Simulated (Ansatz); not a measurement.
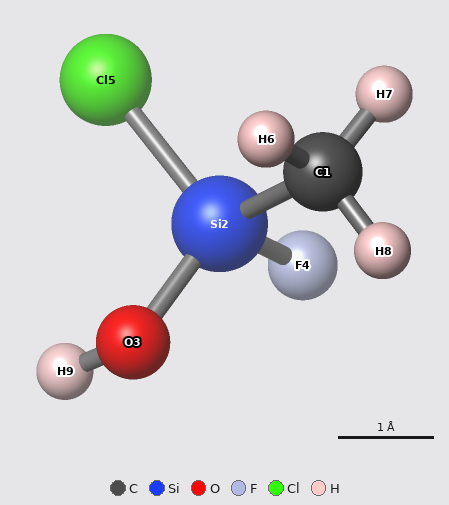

The input geometry (ball-and-stick view, seen at a tilt; atoms are numbered from 1 in the order of the input). Bond lengths as drawn: Cl–Si 2.05 Å, C–H 1.09 Å, C–Si 1.83 Å, F–Si 1.59 Å, H–O 0.96 Å and O–Si 1.62 Å.

Energy and gradient calculation, with input and output: CH$_{4}$ClFOSi

- system: CH$_{4}$ClFOSi
- method: PBE0/def2-SVP, RKS (Ansatz 0.2.0)

The geometry comes from this level: PBE0-D4/def2-TZVP. Figures and captions count atoms from 1; the log counts them from 0 in places.

Log
```
Functional definition: PBE0
  name "PBE0"
  parameter a = 0.25
  parameter kappa = 0.804
  parameter beta = 0.06672455060314922
  exchange = (1 - a)*pbe_x(kappa = kappa, mu = beta*pi^2/3) + a*exact_x
  correlation = pbe_c(beta = beta)
2120 factors; integrals over basis functions are off by at most 8.4e-9 eV
mean field evaluation 1: about -26239.1460 eV, gradient 6.3e1 eV
mean field evaluation 2: about -26234.1693 eV, gradient 8.1e1 eV
mean field evaluation 4: about -26246.6548 eV, gradient 2.2e0 eV
mean field evaluation 8: about -26246.8805 eV, gradient 4.5e-1 eV
mean field evaluation 16: about -26246.8811 eV, gradient 4.0e-5 eV
mean field -26246.88106261 eV, -964.5550882758 hartree, gradient 3.9e-8 eV, S^2 0.000000; 0 other end points of the search recorded, 0 dependent functions left out
the calculation of the forces begins
reference -26246.88106481 eV, -964.5550883569 hartree; 29, 29 occupied and 69, 69 virtual orbitals, 2120 factors
Total energy: -26246.88106481 eV, -964.5550883569 hartree
Atom 0 at    -1.142400    -0.178600     0.512200 Å, force     0.168733     0.058523    -0.049324 eV/Å
Atom 1 at     0.561300     0.218400    -0.038000 Å, force    -0.763000     0.174067    -0.297295 eV/Å
Atom 2 at     1.048100    -0.886600    -1.122500 Å, force     0.077404    -0.452077    -0.366203 eV/Å
Atom 3 at     1.553300     0.230300     1.206200 Å, force     0.664408     0.010490     0.813908 eV/Å
Atom 4 at     0.689400     2.097500    -0.845100 Å, force     0.015331     0.271794    -0.115028 eV/Å
Atom 5 at    -1.833600    -0.141900    -0.331500 Å, force    -0.194715     0.005460    -0.218263 eV/Å
Atom 6 at    -1.476300     0.534700     1.267700 Å, force    -0.100787     0.184653     0.204069 eV/Å
Atom 7 at    -1.171800    -1.182300     0.942400 Å, force    -0.014306    -0.261994     0.111446 eV/Å
Atom 8 at     1.860700    -0.738000    -1.608600 Å, force     0.146931     0.009084    -0.083311 eV/Å
Dipole moment:    -0.099145    -0.170747    -0.134316 e Å
```

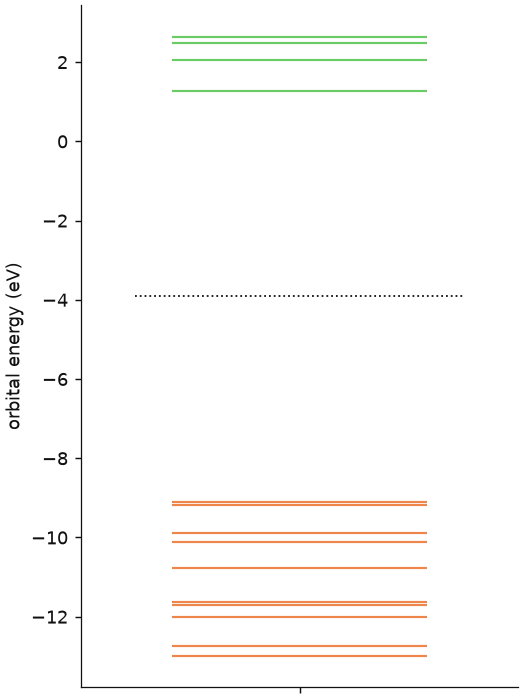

Orbital energies near the frontier; the dotted line parts filled from empty levels, and levels within 0.02 eV of each other stand side by side. Highest filled −9.10 eV, lowest empty 1.28 eV, 10.38 eV apart.

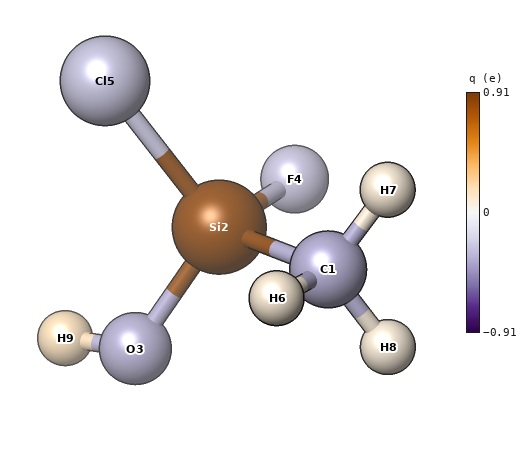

Mulliken charges, as the colour of each atom (ball-and-stick view, seen at a tilt; atoms are numbered from 1 in the order of the input). By element: C −0.36, Si +0.86, O −0.38, F −0.32, Cl −0.28 and H +0.09 to +0.21 e.

This output came from the following input.

Input
```yaml
basis:
  gaussian:
    orbitals: def2-SVP
crystal:
  periodic: [false, false, false]
  atoms:
    - symbol: C
      position_ang: [-1.142400, -0.178600, 0.512200]
    - symbol: Si
      position_ang: [0.561300, 0.218400, -0.038000]
    - symbol: O
      position_ang: [1.048100, -0.886600, -1.122500]
    - symbol: F
      position_ang: [1.553300, 0.230300, 1.206200]
    - symbol: Cl
      position_ang: [0.689400, 2.097500, -0.845100]
    - symbol: H
      position_ang: [-1.833600, -0.141900, -0.331500]
    - symbol: H
      position_ang: [-1.476300, 0.534700, 1.267700]
    - symbol: H
      position_ang: [-1.171800, -1.182300, 0.942400]
    - symbol: H
      position_ang: [1.860700, -0.738000, -1.608600]
hamiltonian:
  xc: pbe0
accuracy: high
output: {forces: true, orbitals: {seedname: orbitals}}
```

Command:
```bash
ansatz run input.yaml --threads 1 --pin off --max-ram 2610MiB --events-out events.jsonl --progress --plain --runs-dir runs
```

Results in brief

```csv
quantity,value
outcome,converged
total energy,−964.555088 hartree
basis functions,98
largest force,1.051 eV/Å
SCF solution under orbital rotations,stable
HOMO,−9.10 eV
LUMO,1.28 eV
dipole moment,1.15 D
hardware,"1 thread of Arm Neoverse V1, 24 GiB of memory available, shared host"
wall time,13 s
peak memory,0.36 GiB
```
